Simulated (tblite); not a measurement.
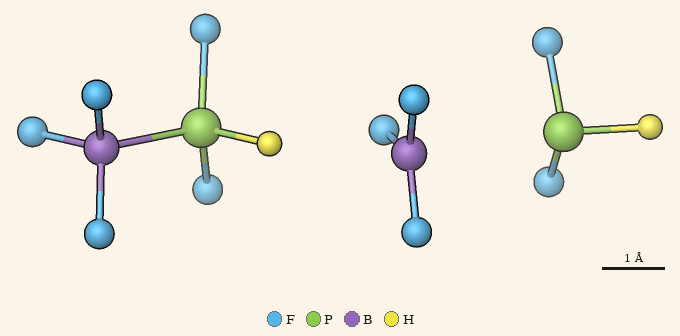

Two geometries of BPHF5, drawn at one scale. One is the start of a relaxation, the other its converged end. The picture is a ball-and-stick view, seen at a tilt.

All numbers below come from GFN2-xTB geometry optimisation, gas phase (tblite). 

Which geometry has the lower energy?

Answer. The right one is the relaxed one. After 58 geometry steps the energy has fallen by 34.3 kcal/mol. The atom that moves furthest after the best rigid fit is the H atom (1.08 Å). Largest moves by element: H 1.08 Å, B 0.58 Å, P 0.44 Å, F 0.38 Å. Among the contacts that change: B–P 1.890 → 2.688 Å, B–F 1.458 → 1.307 Å, B–F 1.437 → 1.307 Å, F–P 1.678 → 1.607 Å. Bonds break, among them: B–P (1.89 → 2.69 Å). Bond angles that change, for instance: F–P–H 108.9° → 93.3°, F–P–F 109.5° → 95.2°, F–B–F 109.3° → 119.8°. Cost: 0.24 s on 1 thread of Arm Neoverse V1, with other jobs on the host.
